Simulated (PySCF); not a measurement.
# TiF₆ (-3): ligand-field states

Wanted: ligand-field states for TiF₆ (-3).

Computed with PySCF 2.14.0 and routines of our own; the level stands in each step. Atoms count from 0.

## Step 1: The system as given

7 atoms, charge -3, states of the metal's open shell are computed; geometry from: model geometry, bond lengths from ionic radii.

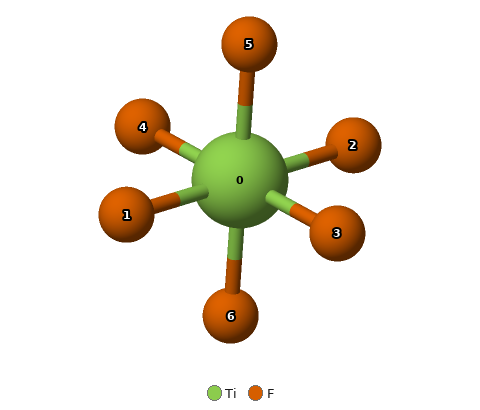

The starting geometry (titanium green, fluorine orange); sticks join atoms by distance alone.

## Step 2: Ligand-field states: state-averaged CASSCF in water

Job settings and geometry (Å):

```
{"job": {"kind": "lf", "basis": {"metal": "x2c-TZVPall", "ligand": "x2c-SVPall"}, "nevpt": true, "solvent": "water"}, "charge": -3, "metal": "Ti", "open_shell": "d1"}
Ti     0.000000     0.000000     0.000000
F      0.000000     0.000000     1.970000
F      0.000000     0.000000    -1.970000
F      1.970000     0.000000     0.000000
F     -1.970000     0.000000     0.000000
F      0.000000     1.970000     0.000000
F     -0.000000    -1.970000     0.000000
```

Level: state-averaged CASSCF of the metal d shell, SC-NEVPT2 on the averaged canonical orbitals, state-interaction spin-orbit coupling.

Launch:

```
OMP_NUM_THREADS=1 python lf_run.py task.json out
```

This one command runs all jobs of the session in turn.

The log of the run:

```text
basis functions 132, electrons 79, active (1e, 5o)
stage 1: DIIS on the effective Fock matrix, level shift 0.30
cycle   1  E = -1449.4025555664  dE = -1.449e+03  max|g| = 1.131e+00
cycle   2  E = -1449.9610848353  dE = -5.585e-01  max|g| = 5.938e-01
cycle   3  E = -1450.0889060624  dE = -1.278e-01  max|g| = 1.967e-01
cycle   4  E = -1450.1319069239  dE = -4.300e-02  max|g| = 9.949e-02
cycle   5  E = -1450.1417882112  dE = -9.881e-03  max|g| = 1.533e-02
cycle   6  E = -1450.1427533573  dE = -9.651e-04  max|g| = 8.627e-03
cycle   7  E = -1450.1429183286  dE = -1.650e-04  max|g| = 4.827e-03
cycle   8  E = -1450.1429327398  dE = -1.441e-05  max|g| = 2.785e-03
cycle   9  E = -1450.1429348885  dE = -2.149e-06  max|g| = 1.503e-03
cycle  10  E = -1450.1429357998  dE = -9.113e-07  max|g| = 7.681e-04
cycle  11  E = -1450.1429360915  dE = -2.917e-07  max|g| = 3.796e-04
cycle  12  E = -1450.1429361411  dE = -4.964e-08  max|g| = 1.853e-04
cycle  13  E = -1450.1429361547  dE = -1.358e-08  max|g| = 8.993e-05
cycle  14  E = -1450.1429361584  dE = -3.698e-09  max|g| = 4.303e-05
cycle  15  E = -1450.1429361594  dE = -9.563e-10  max|g| = 2.055e-05
cycle  16  E = -1450.1429361596  dE = -2.383e-10  max|g| = 9.780e-06
converged average energy = -1450.1429361596

 mult deg   label        CASSCF/cm-1   NEVPT2/cm-1
   2   3   2T2g                0.0           0.0
   2   2   2Eg             16483.5       18145.1

spin-orbit levels / cm-1
      0.00  x4  2T2g 1.00
    216.45  x2  2T2g 1.00
  18219.84  x4  2Eg 1.00
```

Run time: 7.2 s. Hardware: 1 thread of Intel Xeon Platinum 8488C, shared host; peak memory 0.33 GiB.

In short:

```tsv
quantity	value
spin-orbit constant ζ	139 cm⁻¹
```

Powder susceptibility:

```tsv
T (K)	χT (cm³ K/mol)	μ(eff)
2	0.005	0.20
5	0.012	0.31
10	0.024	0.44
20	0.048	0.62
30	0.071	0.75
50	0.118	0.97
75	0.176	1.19
100	0.229	1.35
150	0.314	1.58
200	0.374	1.73
250	0.416	1.82
300	0.447	1.89
```

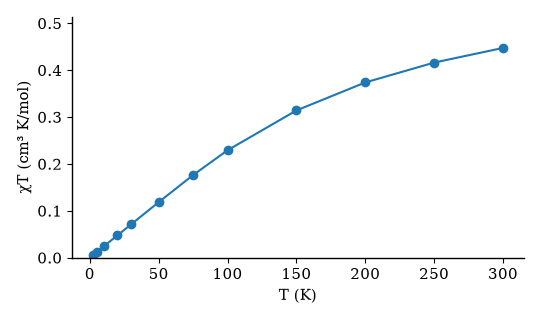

χT against temperature.

## Step 3: Ligand-field states: state-averaged CASSCF (bond length × 0.92) in water

Job settings and geometry (Å):

```
{"job": {"kind": "lf", "basis": {"metal": "x2c-TZVPall", "ligand": "x2c-SVPall"}, "nevpt": true, "solvent": "water", "reuse": true}, "charge": -3, "metal": "Ti", "open_shell": "d1"}
Ti     0.000000     0.000000     0.000000
F      0.000000     0.000000     1.812400
F      0.000000     0.000000    -1.812400
F      1.812400     0.000000     0.000000
F     -1.812400     0.000000     0.000000
F      0.000000     1.812400     0.000000
F     -0.000000    -1.812400     0.000000
```

Method: state-averaged CASSCF of the metal d shell, SC-NEVPT2 on the averaged canonical orbitals, state-interaction spin-orbit coupling.

The log of the run:

```text
basis functions 132, electrons 79, active (1e, 5o)
start from the orbitals of the previous structure
stage 1: DIIS on the effective Fock matrix, level shift 0.30
cycle   1  E = -1446.8603490750  dE = -1.447e+03  max|g| = 3.638e+00
cycle   2  E = -1449.8785420896  dE = -3.018e+00  max|g| = 4.156e-01
cycle   3  E = -1450.0237557876  dE = -1.452e-01  max|g| = 1.263e-01
cycle   4  E = -1450.0384118362  dE = -1.466e-02  max|g| = 6.538e-02
cycle   5  E = -1450.0434929817  dE = -5.081e-03  max|g| = 2.477e-02
cycle   6  E = -1450.0442286059  dE = -7.356e-04  max|g| = 1.232e-02
cycle   7  E = -1450.0444018150  dE = -1.732e-04  max|g| = 5.939e-03
cycle   8  E = -1450.0444504105  dE = -4.860e-05  max|g| = 3.438e-03
cycle   9  E = -1450.0444648097  dE = -1.440e-05  max|g| = 1.888e-03
cycle  10  E = -1450.0444691415  dE = -4.332e-06  max|g| = 9.702e-04
cycle  11  E = -1450.0444702660  dE = -1.124e-06  max|g| = 4.885e-04
cycle  12  E = -1450.0444705493  dE = -2.834e-07  max|g| = 2.435e-04
cycle  13  E = -1450.0444706192  dE = -6.988e-08  max|g| = 1.185e-04
cycle  14  E = -1450.0444706344  dE = -1.523e-08  max|g| = 5.753e-05
cycle  15  E = -1450.0444706378  dE = -3.326e-09  max|g| = 2.812e-05
cycle  16  E = -1450.0444706385  dE = -7.196e-10  max|g| = 1.366e-05
cycle  17  E = -1450.0444706386  dE = -1.401e-10  max|g| = 6.736e-06
converged average energy = -1450.0444706386

 mult deg   label        CASSCF/cm-1   NEVPT2/cm-1
   2   3   2T2g                0.0           0.0
   2   2   2Eg             24877.6       26240.0

spin-orbit levels / cm-1
      0.00  x4  2T2g 1.00
    213.32  x2  2T2g 1.00
  26312.85  x4  2Eg 1.00
```

Run time: 6.8 s. Hardware: 1 thread of Intel Xeon Platinum 8488C, shared host; peak memory 0.32 GiB.

In short:

```tsv
quantity	value
spin-orbit constant ζ	136 cm⁻¹
```

Powder susceptibility:

```tsv
T (K)	χT (cm³ K/mol)	μ(eff)
2	0.005	0.20
20	0.048	0.62
100	0.230	1.36
300	0.443	1.88
```

## Step 4: Ligand-field states: state-averaged CASSCF (bond length × 0.95) in water

Job settings and geometry (Å):

```
{"job": {"kind": "lf", "basis": {"metal": "x2c-TZVPall", "ligand": "x2c-SVPall"}, "nevpt": true, "solvent": "water", "reuse": true}, "charge": -3, "metal": "Ti", "open_shell": "d1"}
Ti     0.000000     0.000000     0.000000
F      0.000000     0.000000     1.871500
F      0.000000     0.000000    -1.871500
F      1.871500     0.000000     0.000000
F     -1.871500     0.000000     0.000000
F      0.000000     1.871500     0.000000
F     -0.000000    -1.871500     0.000000
```

With the program's defaults for keys left out, this is: state-averaged CASSCF of the metal d shell, SC-NEVPT2 on the averaged canonical orbitals, state-interaction spin-orbit coupling.

The log of the run:

```text
basis functions 132, electrons 79, active (1e, 5o)
start from the orbitals of the previous structure
stage 1: DIIS on the effective Fock matrix, level shift 0.30
cycle   1  E = -1449.5148593978  dE = -1.450e+03  max|g| = 1.528e+00
cycle   2  E = -1450.0738927546  dE = -5.590e-01  max|g| = 2.317e-01
cycle   3  E = -1450.0978345760  dE = -2.394e-02  max|g| = 5.308e-02
cycle   4  E = -1450.0998048261  dE = -1.970e-03  max|g| = 2.505e-02
cycle   5  E = -1450.1004243722  dE = -6.195e-04  max|g| = 1.044e-02
cycle   6  E = -1450.1005281899  dE = -1.038e-04  max|g| = 4.581e-03
cycle   7  E = -1450.1005515255  dE = -2.334e-05  max|g| = 2.172e-03
cycle   8  E = -1450.1005577875  dE = -6.262e-06  max|g| = 1.249e-03
cycle   9  E = -1450.1005596061  dE = -1.819e-06  max|g| = 6.923e-04
cycle  10  E = -1450.1005600687  dE = -4.626e-07  max|g| = 3.561e-04
cycle  11  E = -1450.1005601754  dE = -1.067e-07  max|g| = 1.798e-04
cycle  12  E = -1450.1005601985  dE = -2.307e-08  max|g| = 8.990e-05
cycle  13  E = -1450.1005602033  dE = -4.823e-09  max|g| = 4.371e-05
cycle  14  E = -1450.1005602043  dE = -9.857e-10  max|g| = 2.131e-05
cycle  15  E = -1450.1005602045  dE = -2.046e-10  max|g| = 1.038e-05
cycle  16  E = -1450.1005602045  dE = -4.343e-11  max|g| = 5.072e-06
converged average energy = -1450.1005602045

 mult deg   label        CASSCF/cm-1   NEVPT2/cm-1
   2   3   2T2g                0.0           0.0
   2   2   2Eg             21317.8       22973.7

spin-orbit levels / cm-1
      0.00  x4  2T2g 1.00
    214.81  x2  2T2g 1.00
  23047.37  x4  2Eg 1.00
```

Run time: 6.6 s. Hardware: 1 thread of Intel Xeon Platinum 8488C, shared host; peak memory 0.32 GiB.

Key values:

```tsv
quantity	value
spin-orbit constant ζ	138 cm⁻¹
```

Powder susceptibility:

```tsv
T (K)	χT (cm³ K/mol)	μ(eff)
2	0.005	0.20
20	0.048	0.62
100	0.229	1.35
300	0.445	1.89
```

## Step 5: Ligand-field states: state-averaged CASSCF (bond length × 0.98) in water

Job settings and geometry (Å):

```
{"job": {"kind": "lf", "basis": {"metal": "x2c-TZVPall", "ligand": "x2c-SVPall"}, "nevpt": true, "solvent": "water", "reuse": true}, "charge": -3, "metal": "Ti", "open_shell": "d1"}
Ti     0.000000     0.000000     0.000000
F      0.000000     0.000000     1.930600
F      0.000000     0.000000    -1.930600
F      1.930600     0.000000     0.000000
F     -1.930600     0.000000     0.000000
F      0.000000     1.930600     0.000000
F     -0.000000    -1.930600     0.000000
```

Level: state-averaged CASSCF of the metal d shell, SC-NEVPT2 on the averaged canonical orbitals, state-interaction spin-orbit coupling.

The log of the run:

```text
basis functions 132, electrons 79, active (1e, 5o)
start from the orbitals of the previous structure
stage 1: DIIS on the effective Fock matrix, level shift 0.30
cycle   1  E = -1449.6832433695  dE = -1.450e+03  max|g| = 1.299e+00
cycle   2  E = -1450.1111365467  dE = -4.279e-01  max|g| = 2.059e-01
cycle   3  E = -1450.1302437270  dE = -1.911e-02  max|g| = 3.558e-02
cycle   4  E = -1450.1318072003  dE = -1.563e-03  max|g| = 2.180e-02
cycle   5  E = -1450.1323357140  dE = -5.285e-04  max|g| = 9.537e-03
cycle   6  E = -1450.1324252661  dE = -8.955e-05  max|g| = 4.182e-03
cycle   7  E = -1450.1324434247  dE = -1.816e-05  max|g| = 2.171e-03
cycle   8  E = -1450.1324479339  dE = -4.509e-06  max|g| = 1.239e-03
cycle   9  E = -1450.1324492615  dE = -1.328e-06  max|g| = 6.907e-04
cycle  10  E = -1450.1324495951  dE = -3.336e-07  max|g| = 3.643e-04
cycle  11  E = -1450.1324496791  dE = -8.397e-08  max|g| = 1.846e-04
cycle  12  E = -1450.1324496994  dE = -2.036e-08  max|g| = 9.127e-05
cycle  13  E = -1450.1324497039  dE = -4.486e-09  max|g| = 4.448e-05
cycle  14  E = -1450.1324497049  dE = -9.923e-10  max|g| = 2.154e-05
cycle  15  E = -1450.1324497051  dE = -2.137e-10  max|g| = 1.042e-05
cycle  16  E = -1450.1324497052  dE = -4.547e-11  max|g| = 5.040e-06
converged average energy = -1450.1324497052

 mult deg   label        CASSCF/cm-1   NEVPT2/cm-1
   2   3   2T2g                0.0           0.0
   2   2   2Eg             18258.1       19945.5

spin-orbit levels / cm-1
      0.00  x4  2T2g 1.00
    215.86  x2  2T2g 1.00
  20019.81  x4  2Eg 1.00
```

Run time: 6.4 s. Hardware: 1 thread of Intel Xeon Platinum 8488C, shared host; peak memory 0.33 GiB.

From this job:

```tsv
quantity	value
spin-orbit constant ζ	138 cm⁻¹
```

Powder susceptibility:

```tsv
T (K)	χT (cm³ K/mol)	μ(eff)
2	0.005	0.20
20	0.048	0.62
100	0.229	1.35
300	0.446	1.89
```

## Step 6: Ligand-field states: state-averaged CASSCF (bond length × 1.02) in water

Job settings and geometry (Å):

```
{"job": {"kind": "lf", "basis": {"metal": "x2c-TZVPall", "ligand": "x2c-SVPall"}, "nevpt": true, "solvent": "water", "reuse": true}, "charge": -3, "metal": "Ti", "open_shell": "d1"}
Ti     0.000000     0.000000     0.000000
F      0.000000     0.000000     2.009400
F      0.000000     0.000000    -2.009400
F      2.009400     0.000000     0.000000
F     -2.009400     0.000000     0.000000
F      0.000000     2.009400     0.000000
F     -0.000000    -2.009400     0.000000
```

With the program's defaults for keys left out, this is: state-averaged CASSCF of the metal d shell, SC-NEVPT2 on the averaged canonical orbitals, state-interaction spin-orbit coupling.

The log of the run:

```text
basis functions 132, electrons 79, active (1e, 5o)
start from the orbitals of the previous structure
stage 1: DIIS on the effective Fock matrix, level shift 0.30
cycle   1  E = -1449.5614527130  dE = -1.450e+03  max|g| = 1.808e+00
cycle   2  E = -1450.1174325870  dE = -5.560e-01  max|g| = 2.348e-01
cycle   3  E = -1450.1433371652  dE = -2.590e-02  max|g| = 5.088e-02
cycle   4  E = -1450.1454570970  dE = -2.120e-03  max|g| = 2.943e-02
cycle   5  E = -1450.1462707508  dE = -8.137e-04  max|g| = 1.168e-02
cycle   6  E = -1450.1464301836  dE = -1.594e-04  max|g| = 4.866e-03
cycle   7  E = -1450.1464590137  dE = -2.883e-05  max|g| = 2.894e-03
cycle   8  E = -1450.1464660916  dE = -7.078e-06  max|g| = 1.657e-03
cycle   9  E = -1450.1464683630  dE = -2.271e-06  max|g| = 9.287e-04
cycle  10  E = -1450.1464690243  dE = -6.613e-07  max|g| = 4.991e-04
cycle  11  E = -1450.1464691831  dE = -1.588e-07  max|g| = 2.522e-04
cycle  12  E = -1450.1464692203  dE = -3.719e-08  max|g| = 1.245e-04
cycle  13  E = -1450.1464692285  dE = -8.184e-09  max|g| = 6.073e-05
cycle  14  E = -1450.1464692302  dE = -1.762e-09  max|g| = 2.940e-05
cycle  15  E = -1450.1464692306  dE = -3.783e-10  max|g| = 1.426e-05
cycle  16  E = -1450.1464692307  dE = -8.708e-11  max|g| = 6.902e-06
converged average energy = -1450.1464692307

 mult deg   label        CASSCF/cm-1   NEVPT2/cm-1
   2   3   2T2g                0.0           0.0
   2   2   2Eg             14901.3       16522.8

spin-orbit levels / cm-1
      0.00  x4  2T2g 1.00
    217.00  x2  2T2g 1.00
  16598.07  x4  2Eg 1.00
```

It took 6.3 s on 1 thread of Intel Xeon Platinum 8488C, shared host; peak memory 0.33 GiB.

Key values:

```tsv
quantity	value
spin-orbit constant ζ	140 cm⁻¹
```

Powder susceptibility:

```tsv
T (K)	χT (cm³ K/mol)	μ(eff)
2	0.005	0.20
20	0.047	0.62
100	0.229	1.35
300	0.448	1.89
```

## Step 7: Ligand-field states: state-averaged CASSCF (bond length × 1.05) in water

Job settings and geometry (Å):

```
{"job": {"kind": "lf", "basis": {"metal": "x2c-TZVPall", "ligand": "x2c-SVPall"}, "nevpt": true, "solvent": "water", "reuse": true}, "charge": -3, "metal": "Ti", "open_shell": "d1"}
Ti     0.000000     0.000000     0.000000
F      0.000000     0.000000     2.068500
F      0.000000     0.000000    -2.068500
F      2.068500     0.000000     0.000000
F     -2.068500     0.000000     0.000000
F      0.000000     2.068500     0.000000
F     -0.000000    -2.068500     0.000000
```

Level: state-averaged CASSCF of the metal d shell, SC-NEVPT2 on the averaged canonical orbitals, state-interaction spin-orbit coupling.

The log of the run:

```text
basis functions 132, electrons 79, active (1e, 5o)
start from the orbitals of the previous structure
stage 1: DIIS on the effective Fock matrix, level shift 0.30
cycle   1  E = -1449.8916846322  dE = -1.450e+03  max|g| = 1.222e+00
cycle   2  E = -1450.1286179571  dE = -2.369e-01  max|g| = 1.467e-01
cycle   3  E = -1450.1399370631  dE = -1.132e-02  max|g| = 3.109e-02
cycle   4  E = -1450.1408594350  dE = -9.224e-04  max|g| = 2.107e-02
cycle   5  E = -1450.1412575992  dE = -3.982e-04  max|g| = 7.639e-03
cycle   6  E = -1450.1413471206  dE = -8.952e-05  max|g| = 3.637e-03
cycle   7  E = -1450.1413628791  dE = -1.576e-05  max|g| = 2.199e-03
cycle   8  E = -1450.1413667388  dE = -3.860e-06  max|g| = 1.262e-03
cycle   9  E = -1450.1413680170  dE = -1.278e-06  max|g| = 7.088e-04
cycle  10  E = -1450.1413684685  dE = -4.515e-07  max|g| = 3.804e-04
cycle  11  E = -1450.1413685792  dE = -1.107e-07  max|g| = 1.919e-04
cycle  12  E = -1450.1413686047  dE = -2.553e-08  max|g| = 9.461e-05
cycle  13  E = -1450.1413686106  dE = -5.898e-09  max|g| = 4.631e-05
cycle  14  E = -1450.1413686120  dE = -1.360e-09  max|g| = 2.244e-05
cycle  15  E = -1450.1413686123  dE = -2.974e-10  max|g| = 1.148e-05
cycle  16  E = -1450.1413686124  dE = -8.163e-11  max|g| = 6.492e-06
converged average energy = -1450.1413686124

 mult deg   label        CASSCF/cm-1   NEVPT2/cm-1
   2   3   2T2g                0.0           0.0
   2   2   2Eg             12848.3       14400.0

spin-orbit levels / cm-1
      0.00  x4  2T2g 1.00
    217.78  x2  2T2g 1.00
  14475.94  x4  2Eg 1.00
```

Wall time 5.7 s (1 thread of Intel Xeon Platinum 8488C, shared host); peak memory 0.33 GiB.

From this job:

```tsv
quantity	value
spin-orbit constant ζ	140 cm⁻¹
```

Powder susceptibility:

```tsv
T (K)	χT (cm³ K/mol)	μ(eff)
2	0.005	0.20
20	0.047	0.62
100	0.229	1.35
300	0.450	1.90
```

## Step 8: Ligand-field states: state-averaged CASSCF (bond length × 1.09) in water

Job settings and geometry (Å):

```
{"job": {"kind": "lf", "basis": {"metal": "x2c-TZVPall", "ligand": "x2c-SVPall"}, "nevpt": true, "solvent": "water", "reuse": true}, "charge": -3, "metal": "Ti", "open_shell": "d1"}
Ti     0.000000     0.000000     0.000000
F      0.000000     0.000000     2.147300
F      0.000000     0.000000    -2.147300
F      2.147300     0.000000     0.000000
F     -2.147300     0.000000     0.000000
F      0.000000     2.147300     0.000000
F     -0.000000    -2.147300     0.000000
```

Method: state-averaged CASSCF of the metal d shell, SC-NEVPT2 on the averaged canonical orbitals, state-interaction spin-orbit coupling.

The log of the run:

```text
basis functions 132, electrons 79, active (1e, 5o)
start from the orbitals of the previous structure
stage 1: DIIS on the effective Fock matrix, level shift 0.30
cycle   1  E = -1449.7858500057  dE = -1.450e+03  max|g| = 1.482e+00
cycle   2  E = -1450.1020484480  dE = -3.162e-01  max|g| = 1.579e-01
cycle   3  E = -1450.1174888099  dE = -1.544e-02  max|g| = 3.871e-02
cycle   4  E = -1450.1186904954  dE = -1.202e-03  max|g| = 2.740e-02
cycle   5  E = -1450.1193723579  dE = -6.819e-04  max|g| = 1.141e-02
cycle   6  E = -1450.1195792731  dE = -2.069e-04  max|g| = 5.025e-03
cycle   7  E = -1450.1196081150  dE = -2.884e-05  max|g| = 3.024e-03
cycle   8  E = -1450.1196153987  dE = -7.284e-06  max|g| = 1.774e-03
cycle   9  E = -1450.1196176592  dE = -2.261e-06  max|g| = 9.996e-04
cycle  10  E = -1450.1196186038  dE = -9.445e-07  max|g| = 5.948e-04
cycle  11  E = -1450.1196189014  dE = -2.976e-07  max|g| = 3.537e-04
cycle  12  E = -1450.1196189777  dE = -7.637e-08  max|g| = 2.130e-04
cycle  13  E = -1450.1196190008  dE = -2.310e-08  max|g| = 1.414e-04
cycle  14  E = -1450.1196190084  dE = -7.547e-09  max|g| = 8.490e-05
cycle  15  E = -1450.1196190107  dE = -2.332e-09  max|g| = 5.674e-05
cycle  16  E = -1450.1196190117  dE = -9.741e-10  max|g| = 3.458e-05
cycle  17  E = -1450.1196190121  dE = -3.870e-10  max|g| = 2.438e-05
cycle  18  E = -1450.1196190122  dE = -1.799e-10  max|g| = 1.536e-05
cycle  19  E = -1450.1196190123  dE = -7.117e-11  max|g| = 1.011e-05
cycle  20  E = -1450.1196190123  dE = -2.979e-11  max|g| = 6.872e-06
converged average energy = -1450.1196190123

 mult deg   label        CASSCF/cm-1   NEVPT2/cm-1
   2   3   2T2g                0.0           0.0
   2   2   2Eg             10613.5       12073.5

spin-orbit levels / cm-1
      0.00  x4  2T2g 1.00
    218.82  x2  2T2g 1.00
  12150.51  x4  2Eg 1.00
```

Run time: 6.5 s. Hardware: 1 thread of Intel Xeon Platinum 8488C, shared host; peak memory 0.35 GiB.

In short:

```tsv
quantity	value
spin-orbit constant ζ	141 cm⁻¹
```

Powder susceptibility:

```tsv
T (K)	χT (cm³ K/mol)	μ(eff)
2	0.005	0.20
20	0.047	0.62
100	0.229	1.35
300	0.452	1.90
```

## Step 9: The runs side by side

From the NEVPT2 states (cm⁻¹; the spread is that of the fitted one-electron ligand-field levels):

```tsv
step	setting	ground state	next state	orbital spread	ζ	μ(eff), 300 K
2	as given	2T2g	2Eg at 18145	18145	139	1.89
3	bond length × 0.92	2T2g	2Eg at 26240	26240	136	1.88
4	bond length × 0.95	2T2g	2Eg at 22974	22974	138	1.89
5	bond length × 0.98	2T2g	2Eg at 19946	19946	138	1.89
6	bond length × 1.02	2T2g	2Eg at 16523	16523	140	1.89
7	bond length × 1.05	2T2g	2Eg at 14400	14400	140	1.90
8	bond length × 1.09	2T2g	2Eg at 12074	12074	141	1.90
```

## Step 10: Outcome

```
                                                         quantity       value
   spin-orbit constant ζ (step 2, state-averaged CASSCF in water)    139 cm⁻¹
ground multiplicity, μ(eff) at 300 K (step 2, 6 donors at 1.97 Å)  2, 1.89 μB
ground multiplicity, μ(eff) at 300 K (step 3, 6 donors at 1.81 Å)  2, 1.88 μB
ground multiplicity, μ(eff) at 300 K (step 4, 6 donors at 1.87 Å)  2, 1.89 μB
ground multiplicity, μ(eff) at 300 K (step 5, 6 donors at 1.93 Å)  2, 1.89 μB
ground multiplicity, μ(eff) at 300 K (step 6, 6 donors at 2.01 Å)  2, 1.89 μB
ground multiplicity, μ(eff) at 300 K (step 7, 6 donors at 2.07 Å)  2, 1.90 μB
ground multiplicity, μ(eff) at 300 K (step 8, 6 donors at 2.15 Å)  2, 1.90 μB
```

**Reading.** In step 2, χT goes from 0.00 at 2 K to 0.45 cm³ K/mol at 300 K, as higher levels fill or mix in. The spread of the ligand-field levels runs from 12074 cm⁻¹ (bond length × 1.09) to 26240 cm⁻¹ (bond length × 0.92); μ(eff) at 300 K: 1.88 to 1.90 μB.
